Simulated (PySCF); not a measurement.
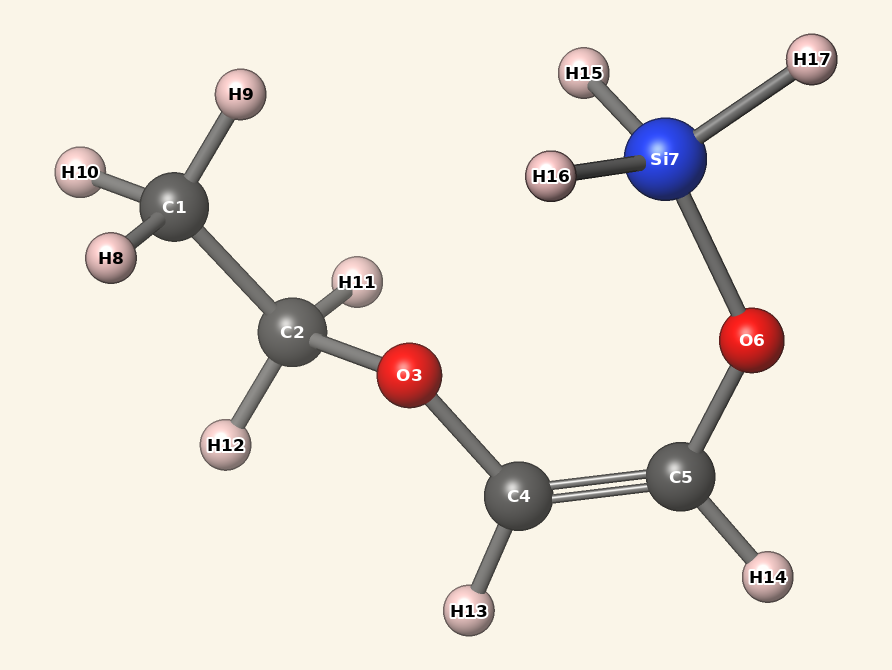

Atoms fade into the background with distance from the viewer. The geometry was computed by an optimisation with PBE0-D3(BJ)/def2-SVP. No frequency run is at hand to confirm it as a minimum.

Which atoms or bonds are stereogenic?

Double bonds: C4=C5.

What are the Cahn–Ingold–Prelog descriptors?

C4=C5: Z.
